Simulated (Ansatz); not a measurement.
**BH3F (doublet): wave-function methods side by side at distance B1–H4 along a hydrogen transfer = 1.448 Å, cc-pVDZ**

How much of the correlation energy of BH3F (doublet) does each wave-function method recover here?

Program: Ansatz 0.2.0, Gaussian basis. Level of theory: cc-pVDZ, core rule «outside noble gas», up to 2 orbitals frozen. These are calculated values, not measurements.

To be run: UHF; CCSD(T) on ROHF; CCSD(T) on UHF; BCCD(T) on ROHF; CISD; CCSDT(Q) on ROHF; CCSDT(Q) on UHF; CASSCF and MRCISD+Q, 3 electrons in 3 orbitals; CASSCF and NEVPT2, 3 electrons in 3 orbitals.

16 further runs of the same task are left out: 9 for a known fault of the program, 1 for a mislabelled method, 5 that didn't finish, 1 set aside as unsound or not needed.

### Step 1. The system

The geometry derives from fragments relaxed apart (PBE0/def2-TZVP) and kept rigid, so it is no stationary point. A hydrogen atom is moved between rigid fragments.

5 atoms, charge 0, spin multiplicity 2.

Atoms are counted from 1 here; the program's logs count them from 0.

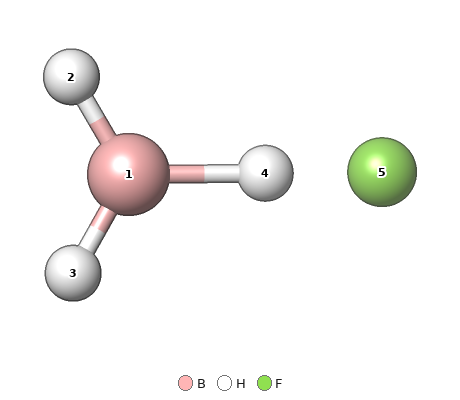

The structure; boron pink, hydrogen white, fluorine green; atoms are numbered from 1 in the order of the file.

### Step 2. UHF

Contents of in.yaml:

```yaml
crystal:
  periodic: [false, false, false]
  atoms:
    - {symbol: B, position_ang: [-1.562602, 0.000000, 0.000000]}
    - {symbol: H, position_ang: [-2.159335, 1.033571, 0.000000]}
    - {symbol: H, position_ang: [-2.159335, -1.033571, 0.000000]}
    - {symbol: H, position_ang: [-0.114602, 0.000000, 0.000000]}
    - {symbol: F, position_ang: [1.124398, 0.000000, 0.000000]}
basis:
  gaussian: {orbitals: cc-pVDZ}
magnetization: {spin_polarized: true, initial_magnetization: 1}
hamiltonian: {xc: hf}
output: {orbitals: {seedname: orbitals}}
```

Run with:

```console
$ ansatz run in.yaml --threads 1 --pin off --events-out ev --progress --plain --max-ram 2393MiB
```

The runs that follow: CCSD(T) on ROHF; CCSD(T) on UHF; BCCD(T) on ROHF; CISD; CCSDT(Q) on ROHF; CCSDT(Q) on UHF; CASSCF and MRCISD+Q, 3 electrons in 3 orbitals; CASSCF and NEVPT2, 3 electrons in 3 orbitals.

Before running them: what should the planned runs give, taken together? Wanted: UCCSDT(Q) below the RHF energy; RMP2 from UCCSDT(Q); UMP2 from UCCSDT(Q); RCCSD from UCCSDT(Q); RCCSD(T) from UCCSDT(Q); UCCSD(T) from UCCSDT(Q); RCCSDT(Q) from UCCSDT(Q); T1 diagnostic.

The runs gave:

```
                         quantity                                                   value
   UCCSDT(Q) below the RHF energy                                              -8.7779 eV
              RMP2 from UCCSDT(Q)                                              +785.4 meV
              UMP2 from UCCSDT(Q)                                             +1034.4 meV
             RCCSD from UCCSDT(Q)                                              +177.8 meV
          RCCSD(T) from UCCSDT(Q)                                               +37.2 meV
          UCCSD(T) from UCCSDT(Q)                                               +37.8 meV
         RCCSDT(Q) from UCCSDT(Q)                                                +0.5 meV
levels within 1 kcal/mol (43 meV)  RCCSD(T), UCCSD(T), BCCD(T), RCCSDT, UCCSDT, RCCSDT(Q)
                    T1 diagnostic                                                   0.019
```

RCCSD(T) lands +37.2 meV from the yardstick (0.4 % of the correlation energy). These misses are within one basis, not against nature; the frozen cores of restricted and unrestricted runs differ, which can shift their rows.
